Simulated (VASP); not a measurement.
Band structure of SnO₂. These are PBEsol GGA, VASP's PBE PAW potentials (set 64) (plane waves; VASP 6.6.1) values and carry that method's errors.

The cell holds a wide vacuum, so values per volume refer to the whole cell. Unless said otherwise, spin-orbit coupling is left out, though it shifts the bands of the heavy elements here.

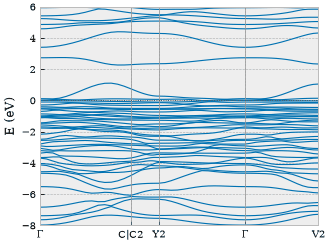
Fig. 1. Bands along high-symmetry lines, zero at the valence-band maximum or, without a gap, the Fermi level

Problem. Read the plot: is there a gap, and where are the band edges?

Solution. It has no gap at this level: it comes out as a metal or semimetal.

The cell is a sheet with vacuum, built from a database entry that may be metastable or hypothetical.
